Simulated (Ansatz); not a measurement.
## Electronic structure of C5H8ClCuN2 (SMILES Cn1ccn(C)[c+]1[Cu-][Cl]) in real space

Input file:

```
crystal:
  periodic: [false, false, false]
  atoms:
    - {symbol: C, position_ang: [2.117431, -0.734101, -0.968347]}
    - {symbol: N, position_ang: [0.717892, -0.501311, -0.696256]}
    - {symbol: C, position_ang: [-0.315838, -0.989898, -1.457375]}
    - {symbol: C, position_ang: [-1.456447, -0.555953, -0.879224]}
    - {symbol: N, position_ang: [-1.081985, 0.183485, 0.216045]}
    - {symbol: C, position_ang: [-2.002526, 0.833536, 1.119926]}
    - {symbol: C, position_ang: [0.261921, 0.228281, 0.345146]}
    - {symbol: Cu, position_ang: [1.271535, 1.109728, 1.676155]}
    - {symbol: Cl, position_ang: [2.392935, 2.090124, 3.155061]}
    - {symbol: H, position_ang: [2.700678, -0.225497, -0.202355]}
    - {symbol: H, position_ang: [2.385752, -0.335537, -1.947984]}
    - {symbol: H, position_ang: [2.338235, -1.802218, -0.937877]}
    - {symbol: H, position_ang: [-0.158139, -1.596092, -2.333241]}
    - {symbol: H, position_ang: [-2.486298, -0.710090, -1.153311]}
    - {symbol: H, position_ang: [-2.655048, 0.097657, 1.592420]}
    - {symbol: H, position_ang: [-2.608737, 1.565469, 0.583900]}
    - {symbol: H, position_ang: [-1.421362, 1.342427, 1.887318]}
basis:
  gaussian: {orbitals: def2-TZVPP}
hamiltonian: {xc: pbe0, dispersion: d4}
output: {orbitals: {seedname: orbitals}}
```

Command:

```sh
ansatz run in.yaml --threads 4 --pin off --events-out ev --progress --plain --max-ram 41984MiB --backend cuda --devices 0, --max-vram 37GiB
```

Geometry: PBE0-D4/def2-TZVP.

The calculation used RKS PBE0-D4/def2-TZVPP (Ansatz).

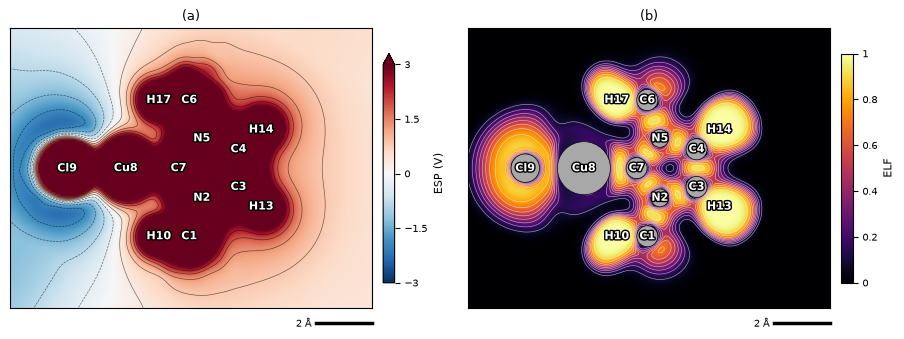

Figure 1. (a) molecular electrostatic potential; (b) ELF on the plane of atoms C3, N2 and C7. Grey discs cover the atomic cores in the ELF map.

> What do the fields say about this system?

- The section cuts through C, N, Cu, Cl and H sites.
- C–C (1.35 Å): the ELF peaks at about 0.95 between the atoms, as expected for localised, covalent bonding.
- C–N (1.35 Å): the ELF peaks at about 0.90 between the atoms; a covalent bond.
- C–Cu (1.89 Å): the ELF peaks at about 0.95 in the valence shell of C, 0.6 Å from its nucleus, and is about 0.35 at the midpoint.
- Cu–Cl (2.10 Å): the ELF peaks at about 0.85 in the valence shell of Cl, 0.8 Å from its nucleus, and is about 0.45 at the midpoint.
- C–H (1.08 Å): the ELF climbs to about 1 towards the hydrogen, as it does in any bond to H; a covalent bond by its length.
- Outside the dense part of the molecule the potential is most negative (−2.2 V) near Cl9.

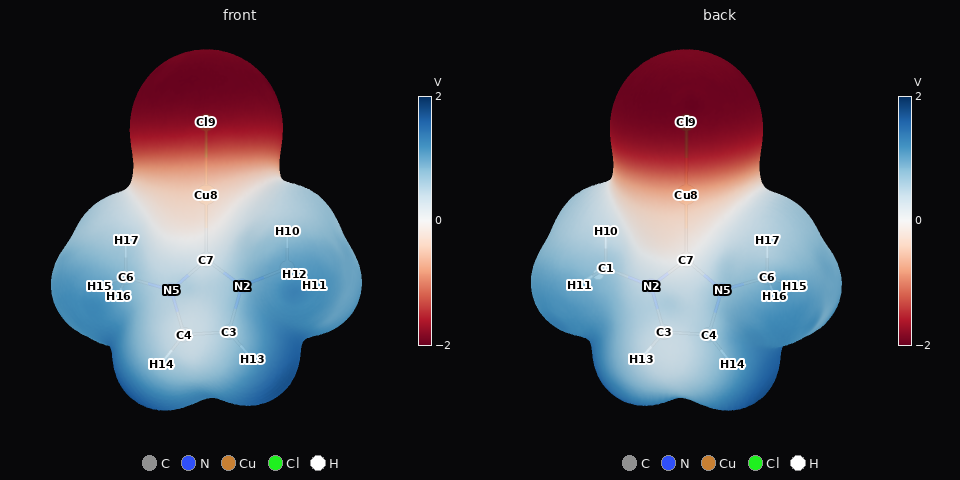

Figure 2. The electrostatic potential painted on the density surface at 0.001 e/bohr³, seen from the front and from behind; the colour scale runs from red (negative) to blue (positive).

> Where is the surface potential most negative and most positive?

The most negative region (about −2.0 V) lies over Cl9, the most positive (about +1.7 V) over H13 and H14.

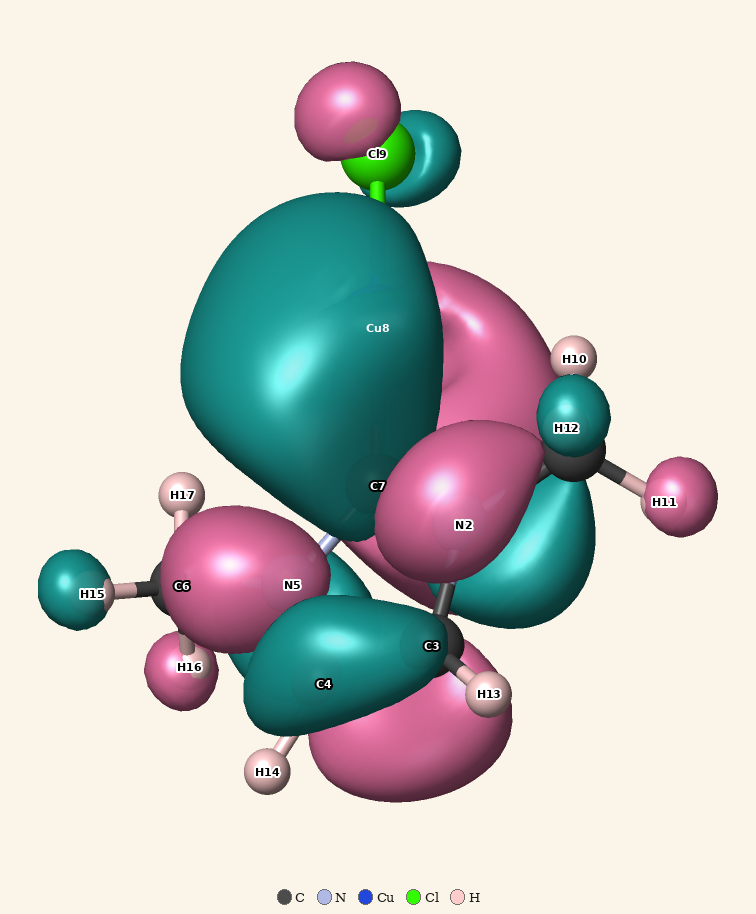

Figure 3. The LUMO at ±0.06 Å⁻³ᐟ² (teal and pink are the two phases), seen at a tilt.

> Where does this orbital lie, and at what energy?

Its weight (Hirshfeld) is mainly on C7 (about 35 %), Cu8 (about 20 %), N2 (about 15 %) and N5 (about 15 %). Its energy is −0.44 eV.
